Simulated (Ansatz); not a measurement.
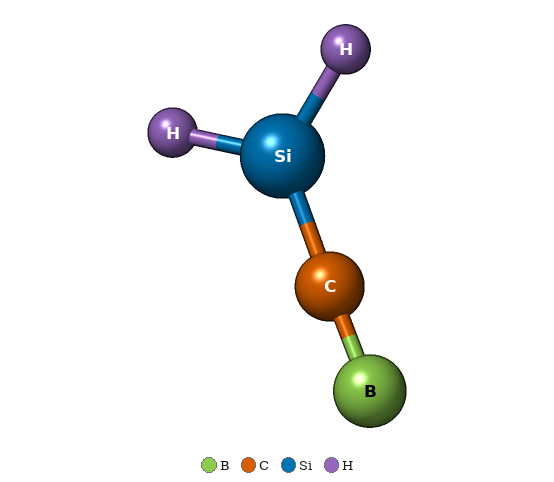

Figure made from data computed with Ansatz.

Ball-and-stick drawing of a structure.

State: neutral, doublet.

### Give the formula.

CH₂BSi, 5 atoms: 1 carbon, 2 hydrogen, 1 boron and 1 silicon.

### Count the bonded pairs by element.

2 Si–H, 1 C–B, 1 C–Si. Sticks follow a distance rule.
